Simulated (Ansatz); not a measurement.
**CH5BO (SMILES CBO) at HF/6-311+G(d,p)**

What is the vertical electron affinity of CH5BO at HF/6-311+G**? 

The calculation is run with Ansatz 0.2.0.

57 further runs of the same task are left out: 57 set aside as unsound or not needed.

## (1) The system as given

CH5BO has 8 atoms, charge 0, and is taken as a singlet. As SMILES, `CBO`. Geometry: relaxed at PBE0-D4/def2-TZVP. This is one conformer, not always the lowest.

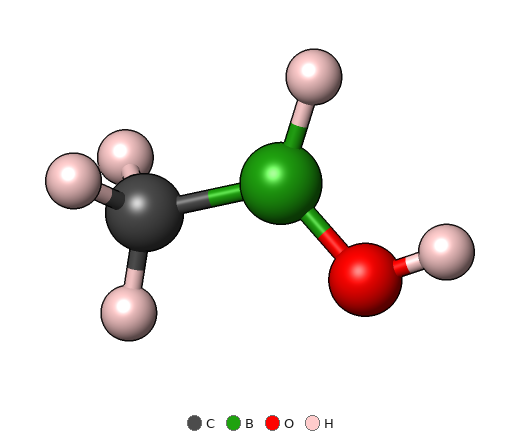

The structure, seen from a chosen angle (carbon dark grey, boron green, oxygen red, hydrogen pink).

## (2) The energy at HF/6-311+G(d,p)

File molecule.yaml:

```yaml
basis:
  gaussian:
    orbitals: 6-311+G_st__st_.json
crystal:
  periodic: [false, false, false]
  atoms:
    - {symbol: C, position_ang: [-0.618600, 0.710300, -0.324600]}
    - {symbol: B, position_ang: [0.508800, -0.240100, 0.180200]}
    - {symbol: O, position_ang: [0.240700, -1.558300, 0.355600]}
    - {symbol: H, position_ang: [-1.568300, 0.201200, -0.499400]}
    - {symbol: H, position_ang: [-0.308500, 1.205100, -1.251900]}
    - {symbol: H, position_ang: [-0.780500, 1.520100, 0.395700]}
    - {symbol: H, position_ang: [1.620500, 0.163100, 0.420800]}
    - {symbol: H, position_ang: [0.998200, -2.058400, 0.667700]}
hamiltonian:
  xc: hf
accuracy: high
output:
  orbitals: {seedname: orbitals}
```

The basis set 6-311+G** is read from a file made from the Basis Set Exchange's data (not shown).

Started as:

```
$ ansatz run molecule.yaml --threads 1 --pin off --max-ram 3480MiB --events-out events.jsonl --progress --plain --runs-dir runs
```

The log of the run:

```text
Warning: RAYON_NUM_THREADS=1 ignored (pool sized by the plan → 1); use --threads N
Functional definition: HF
  name "HF"
  exchange = exact_x
  correlation = 0
1917 factors; integrals over basis functions are off by at most 3.6e-9 eV
mean field evaluation 1: about -3817.5424 eV, gradient 4.0e1 eV
mean field evaluation 2: about -3817.5430 eV, gradient 4.0e1 eV
mean field evaluation 4: about -3821.0193 eV, gradient 3.6e0 eV
mean field evaluation 8: about -3821.0612 eV, gradient 1.7e-4 eV
mean field -3821.06118660 eV, -140.4214085993 hartree, gradient 2.5e-8 eV, S^2 0.000000; 0 other end points of the search recorded, 0 dependent functions left out
reference -3821.06118660 eV, -140.4214085993 hartree; 12, 12 occupied and 84, 84 virtual orbitals, 1917 factors
Total energy: -3821.06118660 eV, -140.4214085993 hartree
```

Run time: 2.3 s. Hardware: 1 thread of Arm Neoverse V1, shared host; peak memory 0.21 GiB.

## (3) The doublet anion, same level

File job.yaml:

```yaml
basis:
  gaussian:
    orbitals: 6-311+G_st__st_.json
crystal:
  periodic: [false, false, false]
  atoms:
    - {symbol: C, position_ang: [-0.618600, 0.710300, -0.324600]}
    - {symbol: B, position_ang: [0.508800, -0.240100, 0.180200]}
    - {symbol: O, position_ang: [0.240700, -1.558300, 0.355600]}
    - {symbol: H, position_ang: [-1.568300, 0.201200, -0.499400]}
    - {symbol: H, position_ang: [-0.308500, 1.205100, -1.251900]}
    - {symbol: H, position_ang: [-0.780500, 1.520100, 0.395700]}
    - {symbol: H, position_ang: [1.620500, 0.163100, 0.420800]}
    - {symbol: H, position_ang: [0.998200, -2.058400, 0.667700]}
accuracy: high
magnetization:
  spin_polarized: true
  initial_magnetization: 1
output:
  orbitals: {seedname: orbitals}
hamiltonian:
  xc: hf
total_charge: -1
```

The basis set 6-311+G** is read from a file made from the Basis Set Exchange's data (not shown).

Started as:

```
$ ansatz run job.yaml --threads 1 --pin off --max-ram 3480MiB --events-out events.jsonl --progress --plain --runs-dir runs
```

The log of the run, cut to the lines that bear on the results:

```text
Warning: RAYON_NUM_THREADS=1 ignored (pool sized by the plan → 1); use --threads N
Functional definition: HF
  name "HF"
[...]
1917 factors; integrals over basis functions are off by at most 3.6e-9 eV
[...]
mean field -3819.61776296 eV, -140.3683637588 hartree, gradient 2.7e-8 eV, S^2 0.750391; 3 other end points of the search recorded, 0 dependent functions left out
reference -3819.61776296 eV, -140.3683637588 hartree; 13, 12 occupied and 83, 84 virtual orbitals, 1917 factors
Total energy: -3819.61776296 eV, -140.3683637588 hartree
```

Run time: 11 s. Hardware: 1 thread of Arm Neoverse V1, shared host; peak memory 0.27 GiB.

## (4) Results

At HF/6-311+G**:

```
                                         quantity          value
                      singlet CH5BO: total energy  -140.42141 Eh
                       singlet CH5BO: HOMO energy      -12.24 eV
                       singlet CH5BO: LUMO energy        1.46 eV
                     singlet CH5BO: HOMO–LUMO gap       13.71 eV
                      doublet anion: total energy  -140.36836 Eh
doublet anion: HOMO energy (highest over α and β)        1.40 eV
 doublet anion: LUMO energy (lowest over α and β)        4.29 eV
                              doublet anion: ⟨S²⟩          0.750
vertical electron affinity (to the doublet anion)      -1.443 eV
```

**Reading.** The anion lies 1.44 eV (139 kJ/mol) above the neutral: the electron isn't bound at this level, and such a value depends on the basis. Hartree–Fock misses the correlation that binds many anions. The HOMO (doublet anion) lies at positive energy, 1.40 eV: the electron is unbound at this level or held by a compact basis; values depend on the basis.
